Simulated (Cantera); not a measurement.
Charge: 1 mol Si3N4, 0.0015 mol O2, 110 mol H2, 0.01 mol H2O, held at 1 atm.

Cantera equilibrium calculation (NASA polynomials, part measured and part estimated; ideal gas, pure solids and liquids). Candidate condensed phases: H2O, Si, SiO2, Si2N2O, Si3N4; 35 gas species. Mutual solubility and eutectic melting of coexisting phases are not modelled. Gases not in the tables: Si2H6 and higher silanes. The numbers say what is thermodynamically allowed, not how fast it happens.

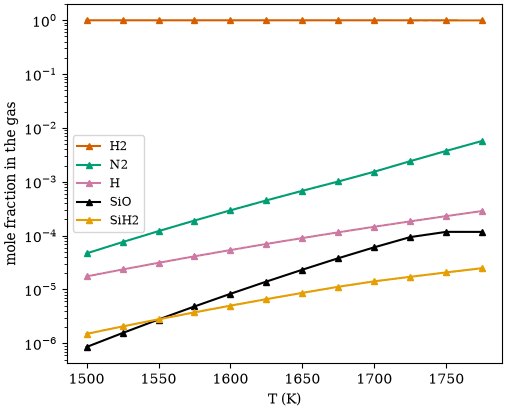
Figure. Equilibrium gas composition (values under 1e-9 drawn at 1e-9)

From 1500 K to 1675 K the condensed part is Si(s) + Si2N2O(s) + Si3N4(s). From 1700 K to 1725 K the condensed part is Si(l) + Si2N2O(s) + Si3N4(s). From 1750 K to 1775 K the condensed part is Si(l) + Si3N4(s). The main Si-bearing gas is SiH2 at 1500 K and SiO at 1775 K.
